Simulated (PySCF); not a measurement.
# QCISD(T)/STO-6G run of SiHF (SMILES F[SiH])

What is the energy change on altering one bond length of SiHF at QCISD(T)/STO-6G? Input form: a Python script.

Program for the calculation: PySCF 2.14.0.

9 further runs of the same task are left out: 9 set aside as unsound or not needed.

**1. Starting point**

The species is SiHF (3 atoms), meant as a singlet with charge 0. SMILES: `F[SiH]`. Geometry: relaxed at PBE0-D4/def2-TZVP.

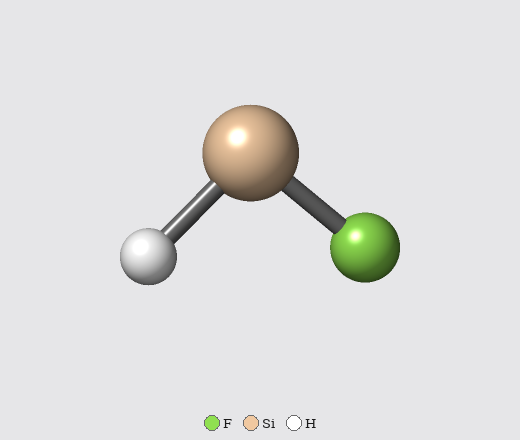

Viewed from a chosen angle; fluorine green, silicon light orange, hydrogen white.

**2. The energy at QCISD(T)/STO-6G**

File job.py:

```python
from pyscf import gto, scf, cc

molecule = gto.M(
    atom=[
    ('F', (-1.090200, 0.024400, -0.602300)),
    ('Si', (0.186800, 0.629400, 0.173800)),
    ('H', (0.892400, -0.718600, 0.415300)),
],
    max_memory=1860,
    basis='sto-6g',
    verbose=3,
)

hf = scf.RHF(molecule)
hf.conv_tol = 1e-10
hf.kernel()
if not hf.converged:
    hf = hf.newton().run(hf.mo_coeff, hf.mo_occ)

mycc = cc.QCISD(hf, frozen=6)
mycc.kernel()
e_t = mycc.qcisd_t()
e_final = mycc.e_tot + e_t
print('E(%s) = %.9f' % ('QCISD(T)', e_final))
```

The run is started by

```bash
OMP_NUM_THREADS=1 python job.py
```

What it wrote:

```text
converged SCF energy = -387.380344892876
E(QCISD) = -387.4511210862719  E_corr = -0.07077619339563912
QCISD(T) correction = -0.00383815403330453
E(QCISD(T)) = -387.454959240
```

It took 1.1 s on 1 thread of Arm Neoverse N1, shared host; peak memory 0.1 GiB.

**3. The distorted shape at the same level**

File geometry.xyz:

```xyz
3

F     -1.442988     0.698377    -0.723046
Si    -0.165988     1.303377     0.053054
H      0.892400    -0.718600     0.415300
```

File calc.py:

```python
from pyscf import gto, scf, cc

system = gto.Mole()
system.atom = 'geometry.xyz'
system.charge = 0
system.verbose = 3
system.max_memory = 1860
system.basis = 'sto-6g'
system.build()

myscf = scf.RHF(system)
myscf.conv_tol = 1e-10
myscf.kernel()
if not myscf.converged:
    myscf = myscf.newton().run(myscf.mo_coeff, myscf.mo_occ)

mycc = cc.QCISD(myscf, frozen=6)
mycc.kernel()
e_t = mycc.qcisd_t()
energy = mycc.e_tot + e_t
print('E(%s) = %.9f' % ('QCISD(T)', energy))
```

The run is started by

```bash
OMP_NUM_THREADS=1 python calc.py
```

What it wrote:

```text
converged SCF energy = -387.243494032196
E(QCISD) = -387.3582185539105  E_corr = -0.1147245217143221
QCISD(T) correction = -0.00557635535108929
E(QCISD(T)) = -387.363794909
```

It took 1.2 s on 1 thread of Arm Neoverse N1, shared host; peak memory 0.1 GiB.

**4. Outcome**

Level: QCISD(T)/STO-6G, 6 core orbitals frozen.

| quantity | value |
| --- | --- |
| first shape: total energy | -387.45496 Eh |
| first shape: dipole moment (Hartree–Fock density) | 0.81 D |
| first shape: HOMO energy (Hartree–Fock orbitals) | -6.35 eV |
| first shape: LUMO energy (Hartree–Fock orbitals) | 6.29 eV |
| first shape: HOMO–LUMO gap (Hartree–Fock orbitals) | 12.64 eV |
| first shape: correlation energy (6 core orbitals frozen) | -74.6 mEh |
| first shape: (T) correction | -3.84 mEh |
| first shape: T1 diagnostic | 0.025 |
| distorted shape: total energy | -387.36379 Eh |
| distorted shape: dipole moment (Hartree–Fock density) | 2.60 D |
| distorted shape: HOMO energy (Hartree–Fock orbitals) | -4.83 eV |
| distorted shape: LUMO energy (Hartree–Fock orbitals) | 5.52 eV |
| distorted shape: HOMO–LUMO gap (Hartree–Fock orbitals) | 10.35 eV |
| distorted shape: correlation energy (6 core orbitals frozen) | -120.3 mEh |
| distorted shape: (T) correction | -5.58 mEh |
| distorted shape: T1 diagnostic | 0.033 |
| energy change with the Si2–H3 bond stretched from 1.541 to 2.311 Å | 2.481 eV |

In words: One bond (distorted shape) is far stretched, which a spin-restricted single reference describes badly; perturbation theory on it can break down and give far too much correlation. With the Si2–H3 bond stretched from 1.541 to 2.311 Å the energy rises by 2.48 eV (57 kcal/mol). The first shape isn't relaxed at this level, so the change isn't measured from a minimum. A restricted reference can't describe the breaking bond well at this length. The minimal basis adds a large error of its own. The T1 diagnostic (first shape) of 0.025 is above the customary mark for such species, so a single reference may not serve. Mulliken charges (first shape) of the mean-field density run from -0.35 on F1 to +0.61 on Si2. The triples (first shape) make up 5.1 % of the correlation energy. The T1 diagnostic (distorted shape) of 0.033 is above the customary mark for such species, so a single reference may not serve.
